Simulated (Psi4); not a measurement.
# C2H2Cl2F2 (1,1-dichloro-2,2-difluoroethane): B3LYP/def2-SVP

What is the energy change on altering one bond length of C2H2Cl2F2 (1,1-dichloro-2,2-difluoroethane) at B3LYP/def2-SVP? 

The results are computed with Psi4 1.11.

## Step 1: The system as given

C2H2Cl2F2: 8 atoms, total charge 0, spin state singlet. As SMILES, `FC(F)C(Cl)Cl`. The coordinates come from a PBE0-D4/def2-TZVP relaxation. This is one conformer, not always the lowest.

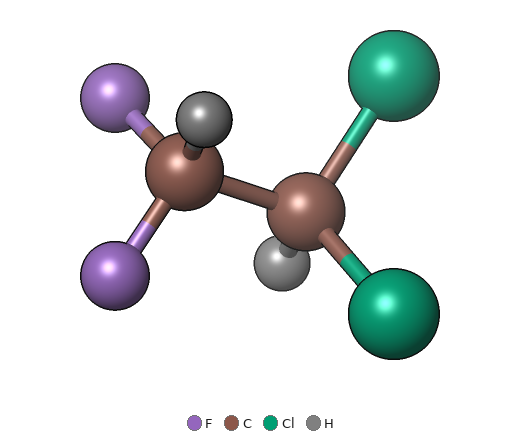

The structure, seen from a chosen angle (fluorine purple, carbon brown, chlorine teal, hydrogen grey).

## Step 2: The energy at B3LYP/def2-SVP

The input, c2h2cl2f2.dat:

```
memory 2.2 GB

molecule {
  F      0.77170746    -2.14922332     2.48459301
  C      1.27154002    -0.58857410     0.53345079
  F      2.43128384    -1.96578760    -1.26946132
  C     -1.20880111     0.43578974    -0.51313623
  Cl    -0.58502141     2.35917189    -3.15559696
  Cl    -2.80994716     2.11163666     1.87394691
  H      2.53393376     0.92129818     1.16531851
  H     -2.40471429    -1.12431146    -1.11911471
  units bohr
  symmetry c1
}

set {
  basis def2-SVP
  puream true
  e_convergence 1e-09
  d_convergence 1e-08
  scf_type pk
  dft_radial_points 99
  dft_spherical_points 590
}

e_tot = energy('b3lyp')
```

Command:

```bash
$ psi4 c2h2cl2f2.dat c2h2cl2f2.out -n 1
```

c2h2cl2f2.out:

```text
[...]
  Running in c1 symmetry.
[...]
  Nuclear repulsion =  380.494885545790055
[...]
  Multiplicity = 1
[...]
  Nalpha       = 33
  Nbeta        = 33
[...]
    Number of basis functions: 102
[...]
   @RKS iter   1: -1196.93906371851949   -1.77669e-02   4.11918e-03 ADIIS/DIIS
[...]
   @RKS iter  11: -1197.01192513723186   -9.09495e-13   2.65555e-09 DIIS
[...]
    Orbital Energies [Eh]
    ---------------------
    Doubly Occupied:
       1A   -101.521552     2A   -101.521508     3A    -24.712984
       4A    -24.712907     5A    -10.370262     6A    -10.315098
       7A     -9.477399     8A     -9.477364     9A     -7.246786
      10A     -7.246767    11A     -7.236000    12A     -7.235984
      13A     -7.235789    14A     -7.235780    15A     -1.261627
      16A     -1.197094    17A     -0.929164    18A     -0.840453
      19A     -0.743359    20A     -0.650526    21A     -0.582003
      22A     -0.568149    23A     -0.544242    24A     -0.485098
      25A     -0.468388    26A     -0.436293    27A     -0.434020
      28A     -0.417363    29A     -0.381826    30A     -0.340667
      31A     -0.336937    32A     -0.316160    33A     -0.315100
[...]
  @RKS Final Energy: -1197.01192513723186
   => Energetics <=
    Nuclear Repulsion Energy =            380.4948855457900549
    One-Electron Energy =               -2410.2040361298504649
    Two-Electron Energy =                 904.5317320660432188
    DFT Exchange-Correlation Energy =     -71.8345066192147641
    Empirical Dispersion Energy =           0.0000000000000000
    VV10 Nonlocal Energy =                  0.0000000000000000
    Total Energy =                      -1197.0119251372318558
[...]
 Multipole Moments:
 ------------------------------------------------------------------------------------
     Multipole            Electronic (a.u.)      Nuclear  (a.u.)        Total (a.u.)
 ------------------------------------------------------------------------------------
 L = 1.  Multiply by 2.5417464519 to convert [e a0] to [Debye]
 Dipole X            :          0.2340143           -0.3050282           -0.0710139
 Dipole Y            :         -0.2210809            0.3418579            0.1207769
 Dipole Z            :          0.0933136           -0.1188945           -0.0255809
 Magnitude           :                                                    0.1424234
[...]
```

Wall time 23 s (1 thread of Intel Xeon Platinum 8259CL at 2.50GHz (Skylake/Cascade Lake), shared host); peak memory 0.94 GiB.

## Step 3: The distorted shape at the same level

The input, c2h2cl2f2.xyz:

```xyz
8
C2H2Cl2F2
F      0.012269    -2.358669     2.992755
C      0.276769    -1.532809     1.960255
F      0.890479    -2.261599     1.006195
C     -1.035771    -0.990739     1.406425
Cl    -0.309580     1.248420    -1.669870
Cl    -1.883061    -0.103919     2.669615
H      0.944799    -0.733819     2.294625
H     -1.668621    -1.816309     1.085755
```

The input, c2h2cl2f2_ase.py:

```python
import numpy as np
from ase.calculators.psi4 import Psi4
from ase.io import read

a = read('c2h2cl2f2.xyz')
calc = Psi4(atoms=a, method='b3lyp', basis='def2-SVP', memory='2200MB', num_threads=1, charge=0, multiplicity=1, label='c2h2cl2f2')
calc.psi4.set_options({'puream': True, 'e_convergence': 1e-09, 'd_convergence': 1e-08, 'scf_type': 'pk', 'dft_radial_points': 99, 'dft_spherical_points': 590})
a.calc = calc

print(f'energy: {a.get_potential_energy():.6f} eV')
```

Command:

```bash
$ python c2h2cl2f2_ase.py
```

c2h2cl2f2.dat:

```text
[...]
  Running in c1 symmetry.
[...]
  Nuclear repulsion =  315.052269423299606
[...]
  Multiplicity = 1
[...]
  Nalpha       = 33
  Nbeta        = 33
[...]
    Number of basis functions: 102
[...]
   @RKS iter   1: -1196.57186887756075   -1.42437e-01   5.62398e-03 DIIS/ADIIS
[...]
   @RKS iter  44: -1196.85407797933226   -2.27374e-12   8.07742e-09 DIIS
[...]
    Orbital Energies [Eh]
    ---------------------
    Doubly Occupied:
       1A   -101.589827     2A   -101.458238     3A    -24.740781
       4A    -24.730502     5A    -10.397126     6A    -10.344150
       7A     -9.543262     8A     -9.408960     9A     -7.311684
      10A     -7.304199    11A     -7.300833    12A     -7.179529
      13A     -7.167746    14A     -7.167732    15A     -1.283805
      16A     -1.218361    17A     -0.937727    18A     -0.782037
      19A     -0.732827    20A     -0.676725    21A     -0.601913
      22A     -0.588937    23A     -0.559965    24A     -0.499596
      25A     -0.469224    26A     -0.456705    27A     -0.442037
      28A     -0.408510    29A     -0.401404    30A     -0.367299
      31A     -0.272878    32A     -0.265564    33A     -0.265376
[...]
  @RKS Final Energy: -1196.85407797933226
   => Energetics <=
    Nuclear Repulsion Energy =            315.0522694232996059
    One-Electron Energy =               -2278.9336580321055408
    Two-Electron Energy =                 838.7180110581103918
    DFT Exchange-Correlation Energy =     -71.6907004286365463
    Empirical Dispersion Energy =           0.0000000000000000
    VV10 Nonlocal Energy =                  0.0000000000000000
    Total Energy =                      -1196.8540779793322599
[...]
 Multipole Moments:
 ------------------------------------------------------------------------------------
     Multipole            Electronic (a.u.)      Nuclear  (a.u.)        Total (a.u.)
 ------------------------------------------------------------------------------------
 L = 1.  Multiply by 2.5417464519 to convert [e a0] to [Debye]
 Dipole X            :         -0.0056951           -0.4770933           -0.4827884
 Dipole Y            :         -0.4781745           -0.1886925           -0.6668670
 Dipole Z            :          1.0471294            0.6100085            1.6571379
 Magnitude           :                                                    1.8503789
[...]
```

On the terminal:

```text
energy: -32568.058331 eV
```

Wall time 69 s (1 thread of Intel Xeon Platinum 8259CL at 2.50GHz (Skylake/Cascade Lake), shared host); peak memory 0.89 GiB.

## Step 4: Summary of results

Level: B3LYP/def2-SVP.

| quantity | value |
| --- | --- |
| first shape: total energy | -1197.01193 Eh |
| first shape: dipole moment | 0.36 D |
| first shape: HOMO energy | -8.57 eV |
| first shape: LUMO energy | 0.13 eV |
| first shape: HOMO–LUMO gap | 8.71 eV |
| distorted shape: total energy | -1196.85408 Eh |
| distorted shape: dipole moment | 4.70 D |
| distorted shape: HOMO energy | -7.22 eV |
| distorted shape: LUMO energy | -6.14 eV |
| distorted shape: HOMO–LUMO gap | 1.08 eV |
| energy change with the C4–Cl5 bond stretched from 1.761 to 3.874 Å | 4.295 eV |

One bond (distorted shape) is far stretched, which a spin-restricted single reference describes badly; a broken-symmetry solution may lie lower. With the C4–Cl5 bond stretched from 1.761 to 3.874 Å the energy rises by 4.30 eV (414 kJ/mol). The first shape isn't relaxed at this level, so the change isn't measured from a minimum. A restricted reference can't describe the breaking bond well at this length.
